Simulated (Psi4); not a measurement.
# AlH2Cl (SMILES [AlH2][Cl]): a chain of runs

Aim: a series of 9 runs (PBE0-D4/def2-TZVP, PBE-D4/def2-TZVPP, r2SCAN-D4/def2-TZVPP, B3LYP-D4/def2-TZVPP, PBE0-D4/def2-TZVPP, wB97M-V/def2-TZVPP, CCSD(T)/def2-TZVPP, MP2/def2-QZVPP) of AlH2Cl. 

Program for the calculation: Psi4 1.11.

**1. The system as given**

AlH2Cl has 4 atoms, charge 0, and is taken as a singlet. SMILES: `[AlH2][Cl]`. The run starts from this shape.

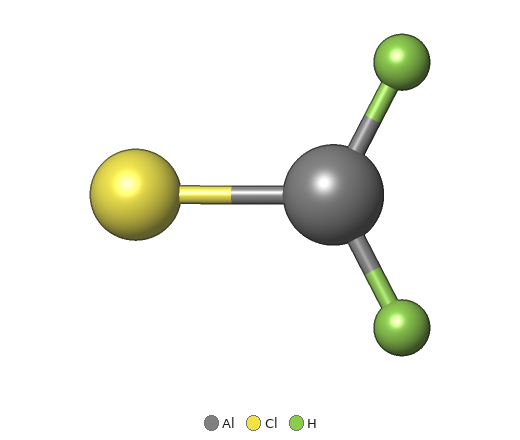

The structure, seen from a chosen angle (aluminium grey, chlorine yellow, hydrogen green).

**2. A structure relaxation at PBE0-D4/def2-TZVP (density fitting) (run 2)**

calc.inp

```
memory 3.3 GB

molecule geom {
  0 1
  Al    -0.085920    -0.001200    -0.109770
  Cl     1.291380    -0.165060     1.463970
  H     -1.326130    -0.972570    -0.094070
  H      0.198940     1.085380    -1.214360
  symmetry c1
}

set {
  basis                   def2-TZVP
  reference               rks
  scf_type                df
  geom_maxiter            50
  max_force_g_convergence 0.0002
}

optimize('pbe0-d4')
```

Launch:

```console
psi4 -n 2 calc.inp calc.out
```

calc.out:

```text
[...]
  Running in c1 symmetry.
[...]
  Nuclear repulsion =   70.381931519583645
[...]
  Multiplicity = 1
[...]
  Nalpha       = 16
  Nbeta        = 16
[...]
    Number of basis functions: 86
[...]
   @DF-RKS iter   1:  -703.59151686513587   -3.59003e-01   4.24517e-03 DIIS/ADIIS
[...]
   @DF-RKS iter   9:  -703.63369297318116   -4.66116e-12   4.13523e-09 DIIS
[...]
  @DF-RKS Final Energy:  -703.63369297318116
   => Energetics <=
    Nuclear Repulsion Energy =             70.3819315195836452
    One-Electron Energy =               -1114.2227016217027540
    Two-Electron Energy =                 376.0112570091599764
    DFT Exchange-Correlation Energy =     -35.8025330426298183
    Empirical Dispersion Energy =          -0.0016468375921463
    VV10 Nonlocal Energy =                  0.0000000000000000
    Total Energy =                       -703.6336929731811551
[...]
 Multipole Moments:
 ------------------------------------------------------------------------------------
     Multipole            Electronic (a.u.)      Nuclear  (a.u.)        Total (a.u.)
 ------------------------------------------------------------------------------------
 L = 1.  Multiply by 2.5417464519 to convert [e a0] to [Debye]
 Dipole X            :          1.8592473           -2.1801136           -0.3208664
 Dipole Y            :         -0.2235317            0.2608247            0.0372931
 Dipole Z            :          2.1203477           -2.4885092           -0.3681615
 Magnitude           :                                                    0.4897845
[...]
  -Total Gradient:
     Atom            X                  Y                   Z
    ------   -----------------  -----------------  -----------------
       1       -0.000102435923    -0.000035312599    -0.000200266786
       2        0.000069007407     0.000004764745     0.000099099383
       3       -0.000008791593    -0.000000362776     0.000045228942
       4        0.000017959943     0.000033748814     0.000028116771
[...]
    Final optimized geometry and variables:
    Molecular point group: c1
    Full point group: C1
    Geometry (in Angstrom), charge = 0, multiplicity = 1:
    AL          -0.737888013898     0.087763515867    -0.843173511197
    CL           0.639411986102    -0.076096484133     0.730566488803
    H           -1.978098013898    -0.883606484133    -0.827473511197
    H           -0.453028013898     1.174343515867    -1.947763511197
    Psi4 run time: 0:00:04.25
```

On the terminal:

```text
Optimizer: Optimization complete!
```

Run time: 5.4 s. Hardware: 2 threads of Intel Xeon Platinum 8375C at 2.90GHz (Ice Lake), shared host; peak memory 0.43 GiB.

**3. The harmonic vibrations at PBE0-D4/def2-TZVP (density fitting) (run 3)**

job.in

```
memory 3300 MB

molecule m {
  Al    -0.085920    -0.001200    -0.109770
  Cl     1.291380    -0.165060     1.463970
  H     -1.326130    -0.972570    -0.094070
  H      0.198940     1.085380    -1.214360
  symmetry c1
}

set {
  basis                      def2-TZVP
  reference                  rks
  scf_type                   df
  rotational_symmetry_number 2
}

freq('pbe0-d4')
```

Launch:

```console
psi4 -i job.in -o job.out -n 2
```

job.out:

```text
[...]
  Running in c1 symmetry.
[...]
  Nuclear repulsion =   70.381931519583645
[...]
  Multiplicity = 1
[...]
  Nalpha       = 16
  Nbeta        = 16
[...]
    Number of basis functions: 86
[...]
   @DF-RKS iter   1:  -703.59151686530186   -3.59003e-01   4.24517e-03 ADIIS/DIIS
[...]
   @DF-RKS iter   9:  -703.63369241620615   -5.79803e-12   4.15234e-09 DIIS
[...]
    Orbital Energies [Eh]
    ---------------------
    Doubly Occupied:
       1A   -101.690831     2A    -56.179355     3A     -9.518391
       4A     -7.248719     5A     -7.246440     6A     -7.245369
       7A     -4.209781     8A     -2.744506     9A     -2.738106
      10A     -2.735119    11A     -0.832497    12A     -0.453414
      13A     -0.367964    14A     -0.359754    15A     -0.349933
      16A     -0.315122
[...]
  @DF-RKS Final Energy:  -703.63369241620615
   => Energetics <=
    Nuclear Repulsion Energy =             70.3775556089765217
    One-Electron Energy =               -1114.2134089818496250
    Two-Electron Energy =                 376.0061339539502683
    DFT Exchange-Correlation Energy =     -35.8023262388282646
    Empirical Dispersion Energy =          -0.0016467584550076
    VV10 Nonlocal Energy =                  0.0000000000000000
    Total Energy =                       -703.6336924162061450
[...]
  -Total Gradient:
     Atom            X                  Y                   Z
    ------   -----------------  -----------------  -----------------
       1       -0.000152317710    -0.000233698293     0.000003895097
       2        0.000052493563    -0.000019374092     0.000113628954
       3       -0.000002861781    -0.000021594084     0.000078272609
       4        0.000078297575     0.000277329608    -0.000223519247
[...]
  ==> Harmonic Vibrational Analysis <==
[...]
  Freq [cm^-1]                 509.2800            527.2862            600.5128
[...]
  IR activ [km/mol]            65.9347             58.7860             206.4937
[...]
  Freq [cm^-1]                 776.6793           1960.1877           1976.2169
[...]
  IR activ [km/mol]            273.5885            83.4307             216.3778
[...]
  Total E_0, Enthalpy at 0 [K]                                                         -703.61922624 [Eh]
[...]
  Total H, Enthalpy at  298.15 [K]                                                     -703.61478105 [Eh]
[...]
  Total G, Gibbs energy at  298.15 [K]                                                 -703.64351888 [Eh]
[...]
```

The script printed:

```text
Warning: used thermodynamics relations inappropriate for low-frequency modes: ['509.2800' '527.2862' '600.5128']
```

Run time: 44 s. Hardware: 2 threads of Intel Xeon Platinum 8375C at 2.90GHz (Ice Lake), shared host; peak memory 0.46 GiB.

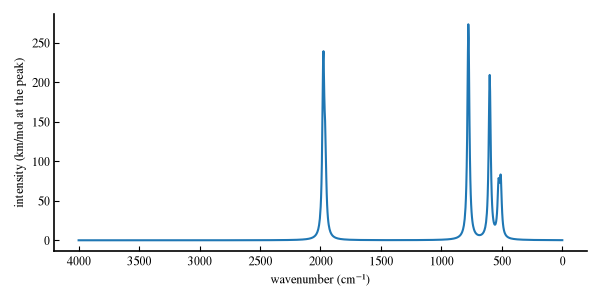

Harmonic infrared spectrum, unscaled, lines broadened by 10 cm⁻¹.

Runs 4 to 9 aren't shown in full; the table further down has their settings and results.

**4. The energy at MP2/def2-QZVPP (density fitting, density fitting for correlation) (run 10)**

alclh2.in

```
memory 3300 mb

molecule system {
  0 1
  Al    -0.085920    -0.001200    -0.109770
  Cl     1.291380    -0.165060     1.463970
  H     -1.326130    -0.972570    -0.094070
  H      0.198940     1.085380    -1.214360
  units angstrom
  symmetry c1
}

set basis def2-QZVPP
set scf_type df
set num_frozen_docc 10

energy("mp2")
```

Launch:

```console
psi4 alclh2.in alclh2.out -n 2
```

alclh2.out:

```text
[...]
  Running in c1 symmetry.
[...]
  Nuclear repulsion =   70.381931519583645
[...]
  Multiplicity = 1
[...]
  Nalpha       = 16
  Nbeta        = 16
[...]
    Number of basis functions: 200
[...]
   @DF-RHF iter   1:  -702.66507694417555   -6.11213e-01   1.17719e-03 ADIIS/DIIS
[...]
   @DF-RHF iter  10:  -702.68263900204397   -1.54614e-11   3.57331e-09 DIIS
[...]
    Orbital Energies [Eh]
    ---------------------
    Doubly Occupied:
       1A   -104.818709     2A    -58.509854     3A    -10.545556
       4A     -8.012200     5A     -8.011544     6A     -8.011405
       7A     -4.921764     8A     -3.237402     9A     -3.235443
      10A     -3.234158    11A     -1.076633    12A     -0.588360
      13A     -0.489175    14A     -0.485584    15A     -0.469644
      16A     -0.432338
[...]
  @DF-RHF Final Energy:  -702.68263900204397
   => Energetics <=
    Nuclear Repulsion Energy =             70.3819315195836452
    One-Electron Energy =               -1113.9696023990363756
    Two-Electron Energy =                 340.9050318774086463
    Total Energy =                       -702.6826390020439703
[...]
 Multipole Moments:
 ------------------------------------------------------------------------------------
     Multipole            Electronic (a.u.)      Nuclear  (a.u.)        Total (a.u.)
 ------------------------------------------------------------------------------------
 L = 1.  Multiply by 2.5417464519 to convert [e a0] to [Debye]
 Dipole X            :          1.8088448           -2.1801136           -0.3712688
 Dipole Y            :         -0.2176652            0.2608247            0.0431595
 Dipole Z            :          2.0625261           -2.4885092           -0.4259831
 Magnitude           :                                                    0.5667141
[...]
```

Run time: 3.3 s. Hardware: 2 threads of Intel Xeon Platinum 8375C at 2.90GHz (Ice Lake), shared host; peak memory 0.43 GiB.

**5. Overview of the runs**

| run | level | task | geom maxiter | energy (Eh) | dipole moment (D) | HOMO energy (eV) | LUMO energy (eV) | wall time |
| --- | --- | --- | --- | --- | --- | --- | --- | --- |
| 2 | PBE0-D4/def2-TZVP (density fitting) | optimise | 50 | -703.633693 | 1.24 | -8.58 | -1.63 | 5.4 s |
| 3 | PBE0-D4/def2-TZVP (density fitting) | frequencies | – | -703.633693 | 1.24 | – | – | 44 s |
| 4 | PBE-D4/def2-TZVPP (density fitting) | energy | – | -703.570551 | 1.13 | -7.27 | -2.40 | 6.6 s |
| 5 | r2SCAN-D4/def2-TZVPP (density fitting) | energy | – | -703.843173 | 1.18 | -7.60 | -2.06 | 9.3 s |
| 6 | B3LYP-D4/def2-TZVPP (density fitting) | energy | – | -703.948713 | 1.22 | -8.36 | -1.85 | 6 s |
| 7 | PBE0-D4/def2-TZVPP (density fitting) | properties | – | -703.634134 | 1.24 | -8.58 | -1.64 | 6.3 s |
| 8 | wB97M-V/def2-TZVPP (density fitting) | energy | – | -703.857060 | 1.23 | -10.86 | -0.04 | 9.6 s |
| 9 | CCSD(T)/def2-TZVPP (density fitting, density fitting for correlation) | energy | – | -702.976558 | – | -11.76 | 1.05 | 12 s |
| 10 | MP2/def2-QZVPP (density fitting, density fitting for correlation) | energy | – | -702.979848 | – | -11.76 | 0.79 | 3.3 s |

**6. Outcome**

| quantity | value |
| --- | --- |
| run 10, MP2/def2-QZVPP: total energy | -702.97985 Eh |
| run 10, MP2/def2-QZVPP: HOMO energy (Hartree–Fock orbitals) | -11.76 eV |
| run 10, MP2/def2-QZVPP: LUMO energy (Hartree–Fock orbitals) | 0.79 eV |
| run 10, MP2/def2-QZVPP: HOMO–LUMO gap (Hartree–Fock orbitals) | 12.55 eV |
| run 10, MP2/def2-QZVPP: correlation energy (10 core orbitals frozen) | -297.2 mEh |

In words: Over runs 2, 3, 4, 5, 6, 7, 8 the dipole moment (its size) runs from 1.13 D (PBE-D4/def2-TZVPP) to 1.24 D (PBE0-D4/def2-TZVP). The two ends differ in method and basis. Over runs 2, 4, 5, 6, 7, 8 the HOMO–LUMO gap runs from 4.86 eV (PBE-D4/def2-TZVPP) to 10.81 eV (wB97M-V/def2-TZVPP). Totals of different functionals can't be ranked against each other. All runs together took 1.7 min, the longest 44 s.
